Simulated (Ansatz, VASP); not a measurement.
# Cross-check of MgS (Niningerite) between VASP and Ansatz, part 2 of 2

Aim: how closely do two programs agree when they are given the same cell, functional and k mesh?

VASP 6.6.1 and Ansatz 0.2.0.

So far. Step 2 (VASP: band structure, r2SCAN): The run ends at a pressure of -0.46 GPa.

## Step 6: VASP: band structure, LDA

Level of this step: LDA; plane waves and PAW (S, Mg) (VASP).

Levels along a path test the potential and the projectors away from the mesh points. The cell compared in this pair holds 33.50 Å³, against 35.22 Å³ for the pair before.

INCAR reads:

```
SYSTEM = MgS
PREC = Accurate
ENCUT = 350
EDIFF = 1E-06
NELM = 100
ISMEAR = 0
SIGMA = 0.03
LREAL = .FALSE.
ALGO = Normal
GGA = CA
NBANDS = 16
LORBIT = 11
LWAVE = .FALSE.
LCHARG = .FALSE.
KPAR = 4
LASPH = .TRUE.
```

POSCAR reads:

```
MgS
1.0
    0.0000000000      2.5585504375      2.5585504375
    2.5585504375      0.0000000000      2.5585504375
    2.5585504375      2.5585504375      0.0000000000
S Mg
1 1
Direct
    0.5000000000      0.5000000000      0.5000000000
    0.0000000000      0.0000000000      0.0000000000
```

KPOINTS reads:

```
Automatic mesh
0
Gamma
8 8 8
0 0 0
```

KPOINTS_OPT reads:

```
Line mode
10
Line-mode
Reciprocal
  0.00000000   0.00000000   0.00000000 GAMMA
  0.50000000   0.00000000   0.50000000 X

  0.50000000   0.00000000   0.50000000 X
  0.50000000   0.25000000   0.75000000 W

  0.50000000   0.25000000   0.75000000 W
  0.37500000   0.37500000   0.75000000 K

  0.37500000   0.37500000   0.75000000 K
  0.00000000   0.00000000   0.00000000 GAMMA

  0.00000000   0.00000000   0.00000000 GAMMA
  0.50000000   0.50000000   0.50000000 L

  0.50000000   0.50000000   0.50000000 L
  0.62500000   0.25000000   0.62500000 U

  0.62500000   0.25000000   0.62500000 U
  0.50000000   0.25000000   0.75000000 W

  0.50000000   0.25000000   0.75000000 W
  0.50000000   0.50000000   0.50000000 L

  0.50000000   0.50000000   0.50000000 L
  0.37500000   0.37500000   0.75000000 K

  0.62500000   0.25000000   0.62500000 U
  0.50000000   0.00000000   0.50000000 X
```

PAW data sets: S and Mg (LDA family, release 64).

Command:

```sh
mpirun -np 4 vasp_std
```

Numbers of over 12 decimals in the logs are rounded to 6 here.

What it wrote:

```text
[banner, memory and clock lines left out]
running    4 mpi-ranks, on    1 nodes
[...]
LDA part: xc-table for (Slater(with rela. corr.)+CA(PZ))
 , standard interpolation
 POSCAR, INCAR and KPOINTS ok, starting setup
[...]
entering main loop
       N       E                     dE             d eps       ncg     rms          rms(c)
DAV:   1     0.122994797464E+02    0.12299E+02   -0.25615E+03  1016   0.285E+02
DAV:   2    -0.932740842081E+01   -0.21627E+02   -0.20486E+02  1288   0.720E+01
DAV:   3    -0.100111913434E+02   -0.68378E+00   -0.68333E+00  1104   0.119E+01
DAV:   4    -0.100137960430E+02   -0.26047E-02   -0.26047E-02  1216   0.863E-01
[...]
DAV:  10    -0.959198731853E+01    0.37730E-04   -0.99420E-05  1144   0.364E-02    0.856E-02
DAV:  11    -0.959198298575E+01    0.43328E-05   -0.20760E-05  1184   0.153E-02    0.278E-02
DAV:  12    -0.959198294346E+01    0.42291E-07   -0.34127E-07   616   0.300E-03
   1 F= -.95919829E+01 E0= -.95919829E+01  d E =-.508086E-20
 Start KPOINTS_OPT (optional k-point list driver)
k-point batch [1-29\100]
       N       E                     dE             ncg
DAV:   1     0.402037474281E+03   -0.60748E+04     1016
DAV:   2    -0.138835014834E+03   -0.54087E+03     1264
DAV:   3    -0.155544282533E+03   -0.16709E+02     1152
DAV:   4    -0.155610820345E+03   -0.66538E-01     1184
DAV:   5    -0.155611270779E+03   -0.45043E-03     1136
DAV:   6    -0.155611274744E+03   -0.39659E-05     1192
DAV:   7    -0.155611274788E+03   -0.43343E-07      952
[...]
k-point batch [88-100\100]
       N       E                     dE             ncg
DAV:   1     0.369399458744E+04   -0.31980E+04      472
DAV:   2     0.345618649587E+04   -0.23781E+03      592
DAV:   3     0.345042756432E+04   -0.57589E+01      480
DAV:   4     0.345040299689E+04   -0.24567E-01      560
DAV:   5     0.345040281399E+04   -0.18291E-03      504
DAV:   6     0.345040281228E+04   -0.17044E-05      568
DAV:   7     0.345040281227E+04   -0.15961E-07      416
```

OUTCAR, selected parts (step 6):

```text
  Total        0.0041689      0.0041689      0.0041689      0.0000000     -0.0000000      0.0000000
  in kB        0.1993982      0.1993982      0.1993982      0.0000000     -0.0000000      0.0000000
  external PRESSURE =       0.1993982 kB  Pullay stress =       0.0000000 kB

 POSITION                                       TOTAL-FORCE (eV/Angst)
 -----------------------------------------------------------------------------------
      2.55855      2.55855      2.55855        -0.000000     -0.000000      0.000000
      0.00000      0.00000      0.00000         0.000000      0.000000     -0.000000
 -----------------------------------------------------------------------------------
    total drift:                               -0.000000     -0.000000      0.000000

  FREE ENERGIE OF THE ION-ELECTRON SYSTEM (eV)
  ---------------------------------------------------
  free  energy   TOTEN  =        -9.5919829435 eV

  energy  without entropy=       -9.5919829435  energy(sigma->0) =       -9.59198294

[... 1 part as in an earlier step ...]

[... 2 further parts left out ...]
[key lines of the parts left out:]
E-fermi :   4.2288
```

The run ends at a pressure of 0.02 GPa.

## Step 7: Ansatz: band structure, LDA

The same cell, functional (in two slightly different forms), mesh and smearing now go to Ansatz, which takes its cutoff from its data sets.

input.yaml reads:

```yaml
crystal:
  lattice:
    - [0.0, 2.5585504375, 2.5585504375]
    - [2.5585504375, 0.0, 2.5585504375]
    - [2.5585504375, 2.5585504375, 0.0]
  atoms:
    - { symbol: S, position: [0.5, 0.5, 0.5] }
    - { symbol: Mg, position: [0.0, 0.0, 0.0] }
hamiltonian:
  xc: lda
  pseudopotentials: { kind: paw }
kpoints:
  mp_grid: { grid: [8, 8, 8] }
  band_path:
    path:
      - [0.0, 0.0, 0.0]
      - [0.16667, 0.0, 0.16667]
      - [0.33333, 0.0, 0.33333]
      - [0.5, 0.0, 0.5]
      - [0.5, 0.08333, 0.58333]
      - [0.5, 0.19444, 0.69444]
      - [0.5, 0.25, 0.75]
      - [0.45833, 0.29167, 0.75]
      - [0.40278, 0.34722, 0.75]
      - [0.375, 0.375, 0.75]
      - [0.20833, 0.20833, 0.41667]
      - [0.08333, 0.08333, 0.16667]
      - [0.0, 0.0, 0.0]
      - [0.22222, 0.22222, 0.22222]
      - [0.38889, 0.38889, 0.38889]
      - [0.51389, 0.47222, 0.51389]
      - [0.55556, 0.38889, 0.55556]
      - [0.61111, 0.27778, 0.61111]
      - [0.61111, 0.25, 0.63889]
      - [0.56944, 0.25, 0.68056]
      - [0.51389, 0.25, 0.73611]
      - [0.5, 0.27778, 0.72222]
      - [0.5, 0.38889, 0.61111]
      - [0.5, 0.47222, 0.52778]
      - [0.48611, 0.48611, 0.52778]
      - [0.43056, 0.43056, 0.63889]
      - [0.38889, 0.38889, 0.72222]
      - [0.59722, 0.19444, 0.59722]
      - [0.55556, 0.11111, 0.55556]
      - [0.5, 0.0, 0.5]
    npoints: 1
scf:
  occupations: { method: gaussian, width: 0.03 }
  n_extra_bands: 7
output:
  forces: true
  stress: true
  eigenvalues: true
```

Command:

```sh
ansatz run input.yaml --threads 2 --pin off --max-ram 4608MiB --backend cpu --events-out ev --progress --plain --runs-dir out
```

What it wrote:

```text
[...]
Crystal: 2 atoms, lattice volume = 33.497 Å³
Basis set: ecut = 420 eV, 645 PW (Γ)
Bands: 15, of which v1, the nominal top of the filled ones, is band 8 counted from 1 (7 counted from 0)
Symmetry: 48 space group operations
[...]
k-points: 29 of 512
[...]
k-point 0: bands = [... 4 lower, -6.1658, 6.7832, 6.7832, 6.7832, 10.6675, 14.5421, 14.5421, 14.5421, ... 3 higher]
  k-point 1: bands = [... 4 lower, -5.9993, 5.6733, 6.6699, 6.6699, 11.4611, 14.2736, 14.8109, 14.8109, ... 3 higher]
  k-point 2: bands = [... 4 lower, -5.5451, 3.7992, 6.4250, 6.4250, 11.7302, 14.4696, 14.4696, 15.1990, ... 3 higher]
  k-point 28: bands = [... 4 lower, -4.2286, 3.2924, 3.2924, 4.2268, 12.0483, 14.6638, 14.6638, 14.8250, ... 3 higher]
[key lines of the parts left out:]
SCF converged after 6 iterations
Free energy (F): -2774.178120 eV
Fermi energy:    8.114307 eV
P = ⅓ Tr σ = 0.5989 GPa (5.989 kbar)
```

It took 0.81 s on 2 threads of Arm Neoverse V1, shared host; peak memory 0.26 GiB.

## Step 8: Comparison

What differs besides the data sets and the points named for the pairs above, as far as they apply: the two LDA forms differ slightly; the cutoff is 420 eV in Ansatz and 350 eV in VASP; Ansatz makes its cores anew for this functional, VASP keeps those of its LDA data sets. Total energies have different zeros and are not compared.

The two programs side by side:

```
                     quantity  Ansatz   VASP  difference
               pressure (GPa)    0.60   0.02       +0.58
gap over the path points (eV)   2.662  2.664      -0.002
```

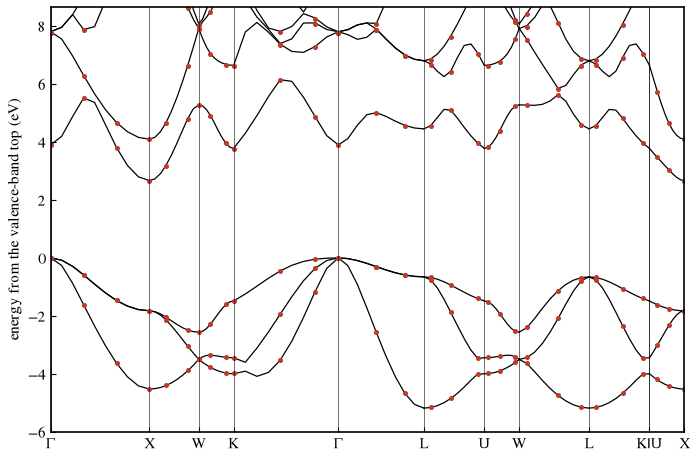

Bands from VASP (lines) and levels from Ansatz (dots). Dots without a line are higher empty bands that the VASP plot leaves out.

Levels at points of the path, from each program's valence-band top (eV; 3 filled, then empty):

```
k (reciprocal lattice)                             Ansatz                               VASP
     0.000 0.000 0.000      0.00 0.00 0.00 3.88 7.76 7.76      0.00 0.00 0.00 3.90 7.80 7.80
     0.167 0.000 0.167   -1.61 -0.58 -0.58 5.50 6.27 7.85   -1.61 -0.58 -0.58 5.51 6.29 7.88
     0.333 0.000 0.333   -3.62 -1.46 -1.46 3.80 4.66 9.96   -3.63 -1.47 -1.47 3.81 4.67 9.97
     0.500 0.000 0.500  -4.51 -1.82 -1.82 2.66 4.09 12.29  -4.52 -1.82 -1.82 2.66 4.09 12.29
     0.500 0.083 0.583  -4.39 -2.13 -2.04 3.18 4.64 11.12  -4.41 -2.13 -2.04 3.18 4.65 11.19
     0.500 0.194 0.694   -3.88 -3.04 -2.48 4.80 6.62 8.62   -3.89 -3.05 -2.49 4.81 6.64 8.65
     0.500 0.250 0.750   -3.49 -3.49 -2.56 5.26 7.88 7.88   -3.50 -3.50 -2.56 5.28 7.91 7.91
     0.458 0.292 0.750   -3.76 -3.35 -2.28 4.90 7.03 8.47   -3.77 -3.35 -2.29 4.91 7.05 8.50
     0.403 0.347 0.750   -3.96 -3.42 -1.60 3.95 6.65 9.45   -3.97 -3.43 -1.61 3.95 6.68 9.50
     0.375 0.375 0.750   -3.98 -3.44 -1.48 3.77 6.62 9.69   -4.00 -3.44 -1.48 3.78 6.64 9.74
```

Among the levels compared (up to four filled and three empty ones at each point), filled levels agree within 14 meV and empty ones within 93 meV.

## Step 9: Ansatz: dielectric response, LDA

The response to a field tests empty states and converges slowly with the mesh. The cell compared in this pair holds 35.22 Å³, against 33.50 Å³ for the pair before.

input.yaml reads:

```yaml
crystal:
  lattice:
    - [0.0, 2.60165, 2.60165]
    - [2.60165, 0.0, 2.60165]
    - [2.60165, 2.60165, 0.0]
  atoms:
    - { symbol: S, position: [0.5, 0.5, 0.5] }
    - { symbol: Mg, position: [0.0, 0.0, 0.0] }
hamiltonian:
  xc: lda
  pseudopotentials: { kind: paw }
kpoints:
  mp_grid: { grid: [10, 10, 10] }
scf:
  occupations: { method: fixed }
dielectric:
  method: response
```

What it wrote:

```text
[...]
Crystal: 2 atoms, lattice volume = 35.219 Å³
Basis set: ecut = 420 eV, 701 PW (Γ), exchange–correlation on 50×50×50 points (8 copies of the dense FFT grid, shifted against one another)
Bands: 12, of which v1, the nominal top of the filled ones, is band 8 counted from 1 (7 counted from 0)
Symmetry: 48 space group operations
k-points: 102 of 1000 (irreducible under 8 space group operations, time reversal used)
[...]
site 0:
        -2.33616    0.00000    0.00000
         0.00000   -2.33616   -0.00000
        -0.00000   -0.00000   -2.33616
    site 1:
         2.33616   -0.00000   -0.00000
        -0.00000    2.33616    0.00000
         0.00000    0.00000    2.33616
  Z* charge neutrality: 2.104e-4 e pre-enforcement
  solved inside a basis spanned on kpoints, on 10×10×10 k-points, its susceptibility summed on 14×14×14: ε∞ is read to err by 1.4e-2, Z* by 1.1e-2 e (field_mesh: kpoints solves on kpoints); Z* is corrected for what the basis lacks
[key lines of the parts left out:]
SCF converged after 8 iterations
Free energy (F): -2774.163071 eV
Fermi energy:    6.186892 eV
```

The job ended after 17 s (2 threads; peak memory 0.43 GiB; 32 s of CPU time).

## Step 10: VASP: dielectric response, LDA

The same cell, functional (in two slightly different forms) and mesh now go to VASP, with its own data sets and cutoff.

INCAR reads:

```
SYSTEM = MgS
PREC = Accurate
ENCUT = 350
EDIFF = 1E-08
NELM = 100
ISMEAR = 0
SIGMA = 0.01
LREAL = .FALSE.
ALGO = Normal
GGA = CA
NBANDS = 10
LORBIT = 11
LWAVE = .FALSE.
LCHARG = .FALSE.
KPAR = 4
LEPSILON = .TRUE.
LPEAD = .TRUE.
```

POSCAR reads:

```
MgS
1.0
    0.0000000000      2.6016500000      2.6016500000
    2.6016500000      0.0000000000      2.6016500000
    2.6016500000      2.6016500000      0.0000000000
S Mg
1 1
Direct
    0.5000000000      0.5000000000      0.5000000000
    0.0000000000      0.0000000000      0.0000000000
```

KPOINTS reads:

```
Automatic mesh
0
Gamma
10 10 10
0 0 0
```

Command:

```sh
mpirun -np 4 vasp_std
```

What it wrote:

```text
[... set-up lines as in an earlier step ...]
 entering main loop
       N       E                     dE             d eps       ncg     rms          rms(c)
DAV:   1     0.128049825297E+02    0.12805E+02   -0.30116E+03  1020   0.469E+02
DAV:   2    -0.919161221870E+01   -0.21997E+02   -0.20826E+02  1210   0.885E+01
DAV:   3    -0.100038632581E+02   -0.81225E+00   -0.81111E+00  1152   0.181E+01
DAV:   4    -0.100080977929E+02   -0.42345E-02   -0.42341E-02  1136   0.156E+00
[...]
DAV:  12    -0.957118007479E+01   -0.17369E-07   -0.38702E-07  1088   0.459E-03    0.127E-02
DAV:  13    -0.957118004129E+01    0.33494E-07   -0.65354E-08  1030   0.134E-03    0.353E-04
DAV:  14    -0.957118004112E+01    0.17138E-09   -0.50074E-09   566   0.341E-04
   1 F= -.95711800E+01 E0= -.95711800E+01  d E =-.187006E-36
 Linear response reoptimize wavefunctions to high precision
DAV:   1    -0.957118004149E+01   -0.36965E-09   -0.43823E-10   590   0.167E-04
DAV:   2    -0.957118004153E+01   -0.34277E-10   -0.33137E-11   528   0.409E-05
 Linear response to external field (no local field effect), progress :
[...]
RMM:  10    -0.475096657992E+00    0.94544E-06   -0.11281E-07  3509   0.100E-04    0.346E-05
RMM:  11    -0.475096630889E+00    0.27103E-07   -0.18332E-09  2485   0.554E-05    0.471E-06
 change of polarisation eV/A/(eV/A) component  2 :     0.281     0.882     0.003
 dielectric tensor                  component  2 :     1.445     5.532     0.016
 Linear response to external field, progress :
  Direction:   3
       N       E                     dE             d eps       ncg     rms          rms(c)
RMM:   1    -0.495288187154E+00   -0.49529E+00   -0.18856E+00  1244   0.282E+00
RMM:   2    -0.503384226807E+00   -0.80960E-02   -0.69623E-03  1223   0.460E-01    0.144E+00
RMM:   3    -0.458454537127E+00    0.44930E-01   -0.41264E-02  3705   0.881E-01    0.719E-01
RMM:   4    -0.464871695959E+00   -0.64172E-02   -0.14472E-02  4145   0.575E-01    0.210E-01
[...]
RMM:   9    -0.475109438340E+00   -0.49269E-05   -0.35143E-08  4047   0.368E-04    0.109E-04
RMM:  10    -0.475108489251E+00    0.94909E-06   -0.12512E-07  3497   0.997E-05    0.349E-05
RMM:  11    -0.475108466807E+00    0.22445E-07   -0.85216E-09  2493   0.553E-05    0.473E-06
 change of polarisation eV/A/(eV/A) component  3 :     0.053     0.216     0.882
 dielectric tensor                  component  3 :     0.275     1.112     5.532
 Born effective charges drift removed
```

OUTCAR, selected parts (step 10):

```text
  Total       -0.8394443     -0.8394443     -0.8394443     -0.0000000      0.0000000      0.0000000
  in kB      -38.1879050    -38.1879050    -38.1879050     -0.0000000      0.0000000      0.0000000
  external PRESSURE =     -38.1879050 kB  Pullay stress =       0.0000000 kB

 MACROSCOPIC STATIC DIELECTRIC TENSOR (including local field effects in DFT)
 ------------------------------------------------------
           5.531781     0.000000     0.000000
           0.000000     5.531781    -0.000000
           0.000000     0.000000     5.531781
 ------------------------------------------------------

[... 2 parts as in an earlier step ...]

[... 1 further part left out ...]
```

## Step 11: Side by side

What differs besides the data sets and the points named for the pairs above, as far as they apply: VASP's response is taken on the typed mesh, Ansatz refines its own for the field response alone. Total energies have different zeros and are not compared.

The two programs side by side:

| quantity | Ansatz | VASP | difference |
| --- | --- | --- | --- |
| ε∞ xx | 5.59 | 5.53 | +1.00 % |
| ε∞ yy | 5.59 | 5.53 | +1.00 % |
| ε∞ zz | 5.59 | 5.53 | +1.00 % |
| Born charge of S1 (mean of the diagonal) (e) | -2.34 | -2.33 | -0.01 |
| Born charge of Mg2 (mean of the diagonal) (e) | 2.34 | 2.33 | +0.01 |

## Step 12: Summary of results

- difference in gap over the path points (band structure, r2SCAN): 0.028 eV
- difference in gap over the path points (band structure, LDA): -0.0020 eV
- difference in pressure (band structure, LDA): 0.58 GPa
- difference in ε∞ xx (dielectric response, LDA): 1.00 %

What this shows: The difference in pressure is 0.58 GPa (band structure, LDA), within the 1 GPa picked in this series as the mark of a large difference. For band structure, r2SCAN: no further run halves the difference in gap over the path points; only Ansatz's side was varied. The all-electron run, which needs no data set, lies 0.030 eV from VASP and 0.0015 eV from Ansatz's PAW result, so it sides with Ansatz. 2 further runs on this material are not shown. How closely two codes agree says nothing of how well the functional describes the real material.

[Lines on the potential files, build, host, timing and source positions are cut from VASP's logs without a mark.]

[Logs are printed without paths, hosts, clocks, repeated set-up lines and the standing remarks that a program may print on its own settings, such as how far it seeks lower states.]

[Hosts, paths, dates, database ids (printed as entryN), source tags and the programs' standing remarks are cut or masked in the printed files.]
